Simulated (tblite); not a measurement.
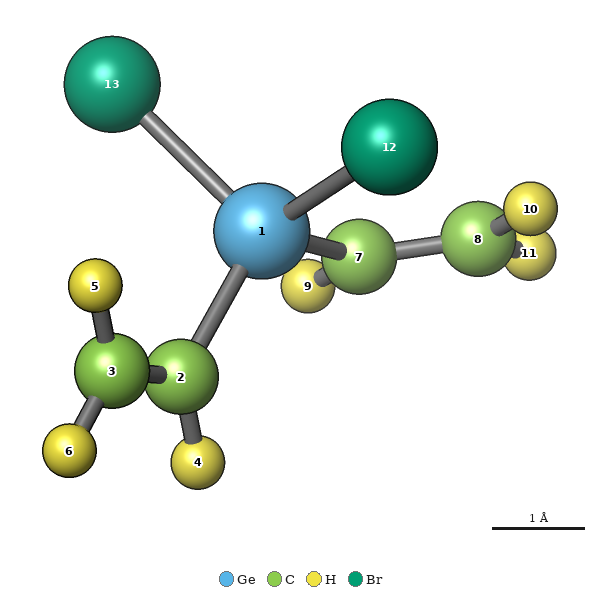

*The starting structure (ball-and-stick view, seen at a tilt; atoms are numbered from 1 in the order of the input). Sticks mark near contacts.*

Bond lengths as drawn: Br–Ge 2.33 to 2.34 Å, C–C 1.32 Å, C–Ge 1.99 Å and C–H 1.08 Å.

**C4H6Br2Ge: saddle-point search**

C4H6Br2Ge (Ge(vinyl)2Br2), computed with GFN2-xTB saddle search (eigenvector following) and harmonic vibrations, gas phase (tblite 0.8.0).

Input:
```
{"job": {"xc": "GFN2-xTB", "basis": "xTB", "kind": "saddle"}, "charge": 0, "multiplicity": 1}
Ge    -0.401147    -0.139681    -0.392469
C     -0.617320    -0.255324     1.582733
C     -1.788481    -0.151980     2.184245
H      0.294026    -0.392224     2.146094
H     -2.704551    -0.004418     1.631333
H     -1.888759    -0.208555     3.257339
C      1.433094    -0.352621    -1.124484
C      2.074008     0.606284    -1.766199
H      1.887302    -1.322241    -0.972113
H      1.631464     1.577395    -1.933954
H      3.071139     0.465971    -2.155490
Br    -1.218649     1.931116    -1.074278
Br    -1.772125    -1.753722    -1.382758
```

The first line tells a small driver script what to run in tblite; the rest is the geometry in Å.

Hardware: 1 CPU thread, shared host.

Command:
```bash
OMP_NUM_THREADS=1 python <driver script> task.json out
```

The program's output:
```
step      E/eV     max force
  0    -591.43086   0.0448
  1    -591.43160   0.0691
  2    -591.43054   0.1834
  3    -591.43188   0.0375
  4    -591.43198   0.0498
  5    -591.43205   0.0239
  6    -591.43207   0.0024
lowest wavenumbers (cm-1): -46.2 42.7 74.3 88.2 94.6 110.2
```

Trajectory as extended XYZ (Å, eV, eV/Å), 7 frames, from step=0 to step=6:
```
13
Properties=species:S:1:pos:R:3:forces:R:3 step=0 energy=-591.43086
Ge   -0.4011   -0.1397   -0.3925   -0.0070   0.0140   0.0030
C    -0.6173   -0.2553    1.5827   -0.0340  -0.0050   0.0070
C    -1.7885   -0.1520    2.1842    0.0390  -0.0010  -0.0220
H     0.2940   -0.3922    2.1461    0.0040  -0.0200   0.0070
H    -2.7046   -0.0044    1.6313   -0.0130  -0.0190  -0.0110
H    -1.8888   -0.2086    3.2573    0.0010   0.0090   0.0120
C     1.4331   -0.3526   -1.1245   -0.0080  -0.0020   0.0080
C     2.0740    0.6063   -1.7662    0.0080   0.0070  -0.0110
H     1.8873   -1.3222   -0.9721   -0.0140   0.0020   0.0070
H     1.6315    1.5774   -1.9340    0.0060   0.0020  -0.0040
H     3.0711    0.4660   -2.1555    0.0030  -0.0030  -0.0050
Br   -1.2186    1.9311   -1.0743    0.0030   0.0150  -0.0110
Br   -1.7721   -1.7537   -1.3828    0.0140   0.0010   0.0210
13
Properties=species:S:1:pos:R:3:forces:R:3 step=1 energy=-591.43160
Ge   -0.3926   -0.1325   -0.3810    0.0000   0.0030   0.0060
C    -0.6241   -0.2851    1.5901   -0.0070  -0.0070   0.0410
C    -1.7940   -0.1381    2.1858    0.0180   0.0020  -0.0350
H     0.2754   -0.4899    2.1563   -0.0610   0.0060  -0.0320
H    -2.6987    0.0719    1.6301    0.0510  -0.0200   0.0270
H    -1.9052   -0.2194    3.2568   -0.0050   0.0050  -0.0080
C     1.4449   -0.3335   -1.1065    0.0280   0.0240  -0.0230
C     2.0673    0.6083   -1.7925   -0.0280  -0.0220   0.0210
H     1.9148   -1.2898   -0.9161   -0.0130   0.0290  -0.0050
H     1.6096    1.5660   -1.9980    0.0100  -0.0280   0.0060
H     3.0646    0.4667   -2.1811    0.0000  -0.0010  -0.0020
Br   -1.2247    1.9344   -1.0560    0.0010   0.0050  -0.0030
Br   -1.7375   -1.7589   -1.3879    0.0060   0.0020   0.0080
13
Properties=species:S:1:pos:R:3:forces:R:3 step=2 energy=-591.43054
Ge   -0.3916   -0.1479   -0.3811   -0.0010  -0.0020   0.0030
C    -0.6287   -0.3162    1.5879   -0.0670   0.0030   0.1270
C    -1.7898   -0.1057    2.1871    0.0790  -0.0050  -0.1210
H     0.2597   -0.5885    2.1498   -0.1620   0.0420  -0.0750
H    -2.6837    0.1702    1.6361    0.1560  -0.0450   0.0700
H    -1.9045   -0.1974    3.2568   -0.0100   0.0030  -0.0090
C     1.4490   -0.3265   -1.1047   -0.0120  -0.0090   0.0100
C     2.0625    0.6192   -1.7909    0.0100   0.0100  -0.0110
H     1.9273   -1.2775   -0.9151    0.0000  -0.0060   0.0040
H     1.5966    1.5718   -1.9959   -0.0020   0.0070  -0.0040
H     3.0606    0.4859   -2.1805    0.0000   0.0010   0.0000
Br   -1.2531    1.9083   -1.0514    0.0020  -0.0040   0.0000
Br   -1.7043   -1.7957   -1.3980    0.0050   0.0050   0.0060
13
Properties=species:S:1:pos:R:3:forces:R:3 step=3 energy=-591.43188
Ge   -0.3909   -0.1330   -0.3787    0.0000   0.0010   0.0030
C    -0.6274   -0.2974    1.5906   -0.0040  -0.0020   0.0230
C    -1.7938   -0.1298    2.1869    0.0100   0.0010  -0.0200
H     0.2657   -0.5287    2.1551   -0.0330   0.0050  -0.0170
H    -2.6924    0.1049    1.6327    0.0290  -0.0100   0.0150
H    -1.9081   -0.2180    3.2569   -0.0030   0.0020  -0.0040
C     1.4482   -0.3272   -1.1015    0.0130   0.0110  -0.0100
C     2.0649    0.6099   -1.7981   -0.0130  -0.0100   0.0090
H     1.9234   -1.2783   -0.9013   -0.0060   0.0140  -0.0020
H     1.6020    1.5625   -2.0133    0.0040  -0.0130   0.0030
H     3.0626    0.4694   -2.1862    0.0000   0.0000  -0.0010
Br   -1.2308    1.9313   -1.0511    0.0010   0.0020  -0.0010
Br   -1.7235   -1.7657   -1.3921    0.0030   0.0010   0.0040
13
Properties=species:S:1:pos:R:3:forces:R:3 step=4 energy=-591.43198
Ge   -0.3895   -0.1388   -0.3776    0.0010  -0.0010   0.0020
C    -0.6312   -0.3148    1.5899   -0.0150   0.0000   0.0330
C    -1.7919   -0.1150    2.1881    0.0180   0.0000  -0.0310
H     0.2535   -0.5833    2.1517   -0.0440   0.0100  -0.0210
H    -2.6825    0.1562    1.6369    0.0420  -0.0110   0.0200
H    -1.9094   -0.2116    3.2571   -0.0030   0.0010  -0.0040
C     1.4523   -0.3213   -1.0962    0.0060   0.0040  -0.0050
C     2.0610    0.6137   -1.8021   -0.0060  -0.0030   0.0040
H     1.9357   -1.2661   -0.8866   -0.0030   0.0090  -0.0010
H     1.5901    1.5601   -2.0267    0.0030  -0.0080   0.0020
H     3.0600    0.4779   -2.1885   -0.0010   0.0010   0.0000
Br   -1.2418    1.9217   -1.0452    0.0000  -0.0010   0.0000
Br   -1.7064   -1.7786   -1.4009    0.0020   0.0010   0.0020
13
Properties=species:S:1:pos:R:3:forces:R:3 step=5 energy=-591.43205
Ge   -0.3872   -0.1239   -0.3733    0.0010   0.0000   0.0010
C    -0.6298   -0.3001    1.5941    0.0070   0.0000  -0.0020
C    -1.7974   -0.1363    2.1878   -0.0050   0.0000   0.0040
H     0.2600   -0.5360    2.1596   -0.0010   0.0000  -0.0020
H    -2.6933    0.1015    1.6324    0.0000   0.0000   0.0010
H    -1.9158   -0.2313    3.2567    0.0000   0.0000  -0.0030
C     1.4531   -0.3199   -1.0924    0.0160   0.0120  -0.0130
C     2.0627    0.6049   -1.8115   -0.0160  -0.0120   0.0130
H     1.9344   -1.2633   -0.8714   -0.0050   0.0160  -0.0050
H     1.5938    1.5497   -2.0473    0.0050  -0.0160   0.0050
H     3.0606    0.4617   -2.1980    0.0000   0.0000   0.0000
Br   -1.2212    1.9442   -1.0417    0.0000   0.0000   0.0000
Br   -1.7199   -1.7512   -1.3949    0.0000   0.0000   0.0000
13
Properties=species:S:1:pos:R:3:forces:R:3 step=6 energy=-591.43207
Ge   -0.3863   -0.1245   -0.3724    0.0000   0.0000   0.0000
C    -0.6312   -0.3060    1.5940    0.0000   0.0000   0.0020
C    -1.7973   -0.1327    2.1883    0.0000   0.0000  -0.0010
H     0.2559   -0.5543    2.1587   -0.0020   0.0010  -0.0010
H    -2.6906    0.1175    1.6339    0.0020  -0.0010   0.0010
H    -1.9170   -0.2318    3.2567    0.0000   0.0000   0.0000
C     1.4554   -0.3168   -1.0889    0.0010   0.0000  -0.0010
C     2.0608    0.6047   -1.8148   -0.0010   0.0000   0.0010
H     1.9412   -1.2556   -0.8605    0.0000   0.0010   0.0000
H     1.5876    1.5451   -2.0578    0.0000  -0.0010   0.0000
H     3.0596    0.4634   -2.1998    0.0000   0.0000   0.0000
Br   -1.2231    1.9432   -1.0381    0.0000   0.0000   0.0000
Br   -1.7150   -1.7520   -1.3993    0.0000   0.0000   0.0000
```

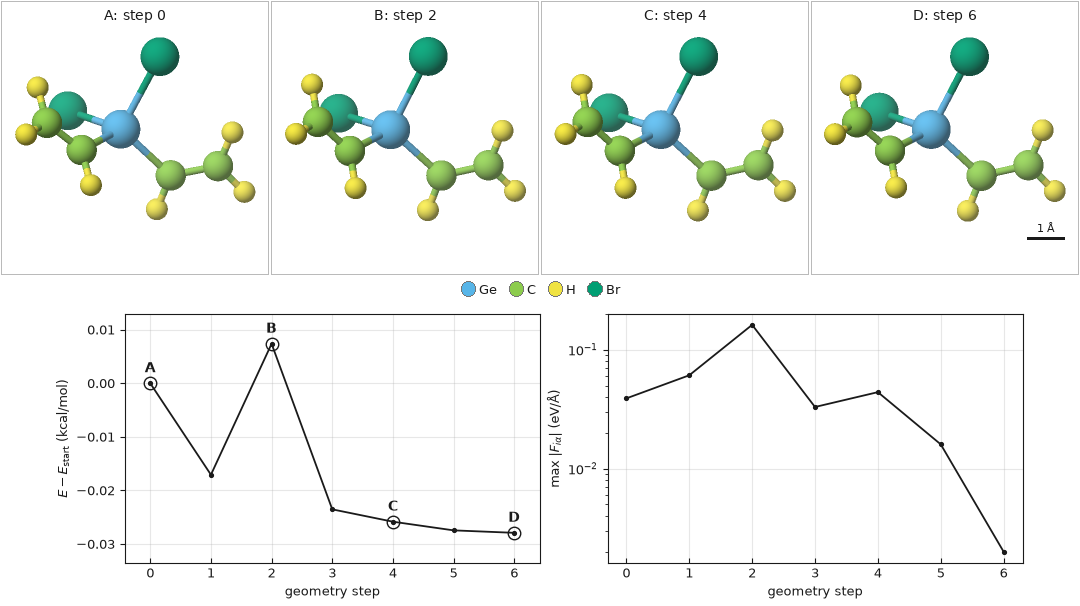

*Frames of the saddle-point search (ball-and-stick view, seen at a tilt) above the curves, on which the letters mark them (steps are counted from 0).*

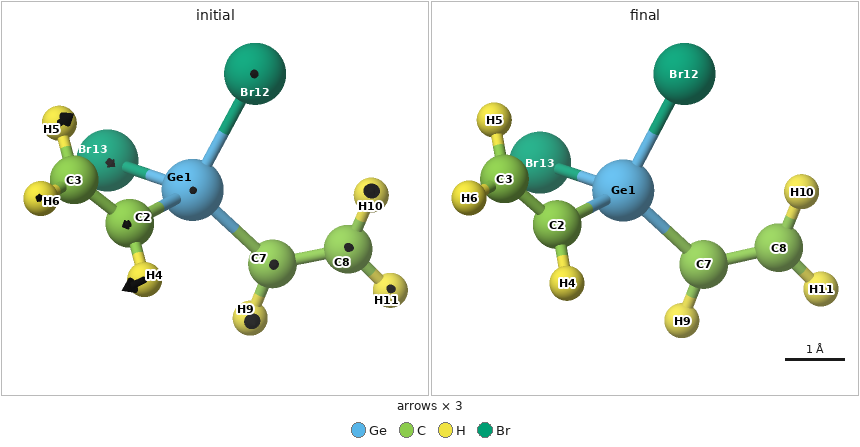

*Before (left) and after (right) the saddle-point search, at one scale (ball-and-stick view, seen at a tilt). The black arrows give the displacements, magnified 3 times.*

The energy falls by 0.03 kcal/mol in 6 geometry steps. The largest force component goes from 0.039 to 0.002 eV/Å. The atom that moves furthest after the best rigid fit is H4 (0.17 Å). By element the largest moves are H 0.17 Å, Br 0.06 Å, C 0.06 Å, Ge 0.03 Å. (Atoms are counted from 1 in the order of the input.)

Key numbers:

| quantity | value |
| --- | --- |
| outcome | converged |
| total energy | −591.4321 eV |
| point group | C1 |
| wall time | 3.1 s |
| peak memory | 0.19 GiB |
